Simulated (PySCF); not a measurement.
**Geometry relaxation, with input and output: C₃H₆Ge**

- system: C₃H₆Ge, SMILES C=C=[CH][GeH3]
- method: PBE0-D3(BJ)/def2-SVP geometry optimisation, gas phase (PySCF 2.14.0)

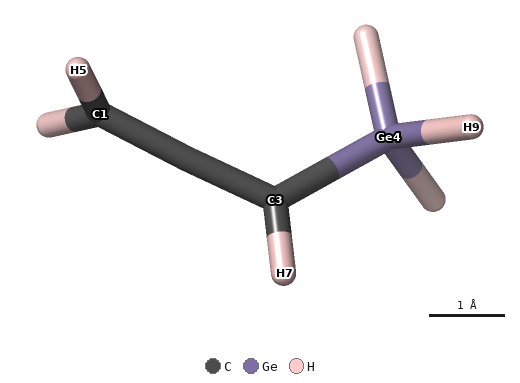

*The structure as given in the input (stick view, seen at a tilt; atoms are numbered from 1 in the order of the input). Sticks mark near contacts.*

Bond lengths as drawn: C–C 1.31 to 1.33 Å, C–Ge 1.90 Å, C–H 1.05 to 1.08 Å and Ge–H 1.49 to 1.53 Å.

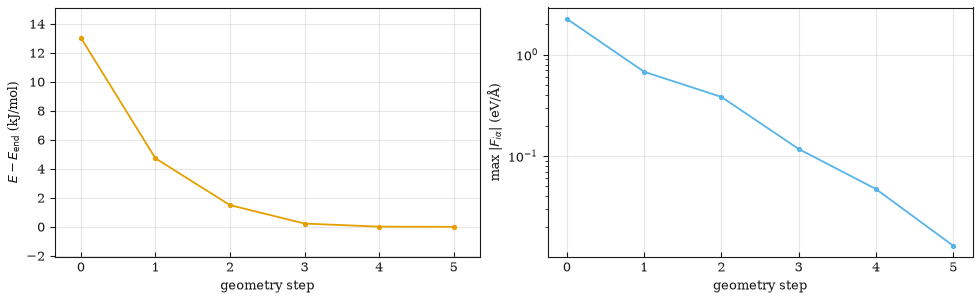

*Progress of the relaxation, step by step (steps are counted from 0).*

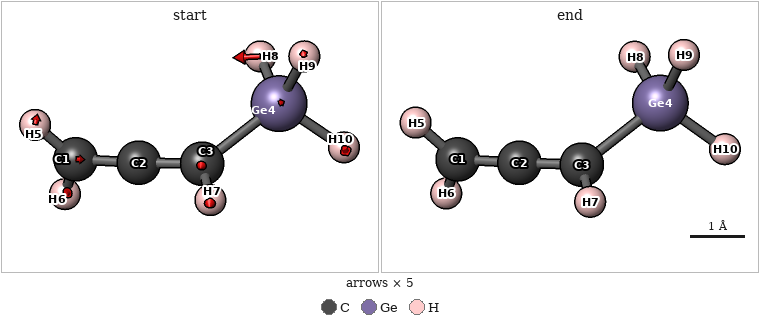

*Before (left) and after (right) the relaxation, at one scale (ball-and-stick view, seen at a tilt). The red arrows give the displacements, magnified 5 times.*

The atom that moves furthest after the best rigid fit is H8 (0.11 Å). By element the largest moves are H 0.11 Å, C 0.04 Å, Ge 0.03 Å. Among the contacts that change: Ge4–H8 1.487 → 1.537 Å, C1–H5 1.047 → 1.095 Å, C3–Ge4 1.897 → 1.944 Å, Ge4–H10 1.510 → 1.541 Å. Among the angles that change: C3–Ge4–H8 112.8° → 108.7°, H9–Ge4–H10 104.9° → 108.3°, C2–C3–Ge4 123.6° → 121.5°. Over 5 geometry steps the energy falls by 13.0 kJ/mol. Largest force component: 2.3 eV/Å at the start, 0.013 eV/Å at the end. (Atoms are counted from 1 in the order of the input.)

These pictures come from the run below.

Input file
```
{"job": {"xc": "PBE0", "basis": "def2-SVP", "d3": "d3bj", "grid": 1, "shake": 0.01, "kind": "geom"}, "charge": 0, "multiplicity": 1}
C      2.227060    -0.345740    -0.300270
C      1.064850     0.259940    -0.098520
C     -0.108180     0.807070     0.101060
Ge    -1.726590    -0.179950     0.180660
H      2.811760    -0.689240     0.497920
H      2.596940    -0.451030    -1.300880
H     -0.147960     1.879720     0.251540
H     -1.525810    -1.636580    -0.039400
H     -2.425760     0.015750     1.531870
H     -2.715860     0.319140    -0.845030
```

The first line tells a small driver script what to run in PySCF; the rest is the geometry in Å.

Launched with:
```bash
OMP_NUM_THREADS=1 python <driver script> task.json out
```

What the program printed
```
step   0  E = -2194.10227260  max force = 0.043957
step   1  E = -2194.10544062  max force = 0.013199
step   2  E = -2194.10666991  max force = 0.007451
step   3  E = -2194.10715423  max force = 0.002282
step   4  E = -2194.10723537  max force = 0.000917
step   5  E = -2194.10724034  max force = 0.000254
optimisation converged
```

Trajectory as extended XYZ (Å, eV, eV/Å), 6 frames, from step=0 to step=5
```
10
Properties=species:S:1:pos:R:3:forces:R:3 step=0 energy=-59704.56391
C     2.2271   -0.3457   -0.3003   -2.2603   1.3104  -0.5932
C     1.0649    0.2599   -0.0985    0.7648  -0.5846  -0.0618
C    -0.1082    0.8071    0.1011    0.9149  -0.0834  -0.0814
Ge   -1.7266   -0.1799    0.1807   -0.7646   0.2051   0.4276
H     2.8118   -0.6892    0.4979    1.0232  -0.6333   1.4378
H     2.5969   -0.4510   -1.3009    0.3372  -0.1440  -0.7711
H    -0.1480    1.8797    0.2515   -0.0653   0.5238   0.0552
H    -1.5258   -1.6366   -0.0394    0.3098  -0.9138  -0.1419
H    -2.4258    0.0158    1.5319    0.0465   0.0561   0.2151
H    -2.7159    0.3191   -0.8450   -0.3063   0.2637  -0.4862
10
Properties=species:S:1:pos:R:3:forces:R:3 step=1 energy=-59704.65011
C     2.2912   -0.0660   -0.3459    0.2571  -0.6787   0.2814
C     1.0418    0.2419   -0.1161    0.0313   0.5628  -0.0646
C    -0.1568    0.7069    0.1168   -0.2599  -0.1298   0.0403
Ge   -1.7929   -0.3466    0.2074    0.0212  -0.0994  -0.0629
H     2.9353   -0.4002    0.4889   -0.1273   0.1842  -0.3122
H     2.6960   -0.1266   -1.3630   -0.0207   0.0750   0.0636
H    -0.2543    1.7891    0.2882    0.0041  -0.0446  -0.0013
H    -1.4910   -1.8460   -0.0347   -0.0082   0.2114   0.0254
H    -2.4298   -0.1569    1.6020    0.0152  -0.0237  -0.0621
H    -2.7922    0.1697   -0.8577    0.0872  -0.0571   0.0925
10
Properties=species:S:1:pos:R:3:forces:R:3 step=2 energy=-59704.68356
C     2.2385   -0.1254   -0.3308   -0.0372  -0.1899  -0.0727
C     1.0177    0.2918   -0.1011    0.2709   0.3831   0.1068
C    -0.1710    0.7859    0.1301   -0.0423  -0.2300  -0.0131
Ge   -1.7529   -0.3386    0.2020   -0.0695   0.0306   0.0108
H     2.9146   -0.4553    0.4673   -0.1388   0.0469   0.0233
H     2.6214   -0.1831   -1.3544   -0.0070   0.0005  -0.0379
H    -0.2818    1.8659    0.2993    0.0308  -0.0394  -0.0166
H    -1.3653   -1.8043   -0.0459    0.0357   0.0168  -0.0035
H    -2.4137   -0.1971    1.5863   -0.0201  -0.0118   0.0100
H    -2.7603    0.1253   -0.8669   -0.0226  -0.0068  -0.0071
10
Properties=species:S:1:pos:R:3:forces:R:3 step=3 energy=-59704.69674
C     2.2161   -0.1519   -0.3420   -0.1173   0.0787  -0.0439
C     1.0241    0.3348   -0.1018    0.0165   0.1079  -0.0538
C    -0.1701    0.8136    0.1350    0.0418  -0.0938   0.0005
Ge   -1.7371   -0.3322    0.2030   -0.0154   0.0461   0.0331
H     2.8567   -0.4713    0.4804    0.1126  -0.0892   0.0899
H     2.6092   -0.2250   -1.3611   -0.0230  -0.0205   0.0080
H    -0.2901    1.8903    0.3057   -0.0007   0.0341  -0.0031
H    -1.3021   -1.7765   -0.0564    0.0332  -0.0945  -0.0168
H    -2.4051   -0.2244    1.5862   -0.0105   0.0070   0.0199
H    -2.7544    0.1079   -0.8631   -0.0373   0.0242  -0.0338
10
Properties=species:S:1:pos:R:3:forces:R:3 step=4 energy=-59704.69895
C     2.2130   -0.1514   -0.3373   -0.0169   0.0257  -0.0472
C     1.0279    0.3514   -0.0993   -0.0043  -0.0157   0.0157
C    -0.1697    0.8208    0.1362    0.0050   0.0062   0.0061
Ge   -1.7345   -0.3312    0.2028    0.0084  -0.0061  -0.0002
H     2.8608   -0.4895    0.4760    0.0122  -0.0176   0.0408
H     2.5932   -0.2349   -1.3601    0.0053  -0.0082  -0.0108
H    -0.2950    1.8979    0.3047   -0.0141   0.0169  -0.0006
H    -1.2878   -1.7771   -0.0573   -0.0008  -0.0137  -0.0022
H    -2.4059   -0.2266    1.5862    0.0047   0.0054  -0.0023
H    -2.7548    0.1059   -0.8661    0.0006   0.0072   0.0007
10
Properties=species:S:1:pos:R:3:forces:R:3 step=5 energy=-59704.69909
C     2.2075   -0.1537   -0.3386    0.0044  -0.0047   0.0045
C     1.0258    0.3563   -0.0993    0.0024   0.0088  -0.0016
C    -0.1700    0.8295    0.1374    0.0041  -0.0001   0.0022
Ge   -1.7285   -0.3310    0.2024   -0.0069  -0.0057  -0.0037
H     2.8495   -0.4979    0.4787    0.0001   0.0008  -0.0076
H     2.5876   -0.2442   -1.3612    0.0019  -0.0012   0.0034
H    -0.2983    1.9069    0.3056   -0.0035  -0.0103  -0.0027
H    -1.2763   -1.7764   -0.0597   -0.0041   0.0130   0.0015
H    -2.3992   -0.2293    1.5861   -0.0001  -0.0005   0.0004
H    -2.7508    0.1051   -0.8655    0.0016  -0.0003   0.0036
```

Summary

```csv
quantity,value
outcome,converged
total energy,−2194.107240 hartree
dipole moment,0.30 D
point group,Cs
hardware,"1 CPU thread, shared host"
wall time,24 s
peak memory,0.42 GiB
```
